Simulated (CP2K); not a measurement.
Band structure of GaAs (F-43m, 2 atoms in the cell).

```
CELL_PARAMETERS angstrom
      3.99515     0.00000     0.00000
      1.99758     3.45990     0.00000
      1.99758     1.15330     3.26203
ATOMIC_POSITIONS crystal
  Ga 0.00000 0.00000 0.00000
  As 0.25000 0.25000 0.25000
```

Computed with PBE, GPW, DZVP-MOLOPT-SR-GTH basis, GTH-PBE potentials (GTH_POTENTIALS) (CP2K).

Settings: CUTOFF = 600 Ry; REL_CUTOFF = 50 Ry; SMEAR/METHOD = FERMI_DIRAC; ELECTRONIC_TEMPERATURE = 116.05 K; KPOINTS/SCHEME = MONKHORST-PACK 8 8 8; GAMMA_CENTERED = T; XC_FUNCTIONAL = PBE; Ga/BASIS_SET = DZVP-MOLOPT-SR-GTH-q13; Ga/POTENTIAL = GTH-PBE-q13; As/BASIS_SET = DZVP-MOLOPT-SR-GTH-q5; As/POTENTIAL = GTH-PBE-q5; METHOD = GPW; EPS_DEFAULT = 1e-10; EXTRAPOLATION = USE_GUESS.

The starting cell has typed, rounded lattice constants, without a prior relaxation at this level. Values carry the incompleteness of an atom-centred basis.

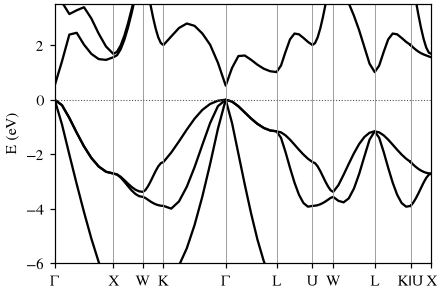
Bands along the path, energies from the top of the valence band on the SCF mesh.

### Question
Read off roughly the gap and where its edges lie.

### Answer
The gap along the path is about 0.5 eV (computed: 0.52 eV), direct at Γ to within 0.01 eV.

Levels in eV from the top of the valence band on the SCF mesh, bands 6 to 10:
| point | 6 | 7 | 8 | 9 | 10 |
|---|---|---|---|---|---|
| Γ | -12.76 | 0.00 | 0.00 | 0.00 | 0.52 |
| X | -10.26 | -6.86 | -2.70 | -2.70 | 1.56 |
| W | -10.21 | -6.67 | -3.56 | -3.38 | 4.68 |
| K | -10.30 | -6.67 | -3.89 | -2.28 | 2.00 |
| L | -11.01 | -6.67 | -1.16 | -1.16 | 1.01 |
| U | -10.30 | -6.67 | -3.89 | -2.28 | 2.00 |

Higher empty bands are left out: an atom-centred basis made for the valence describes them poorly.
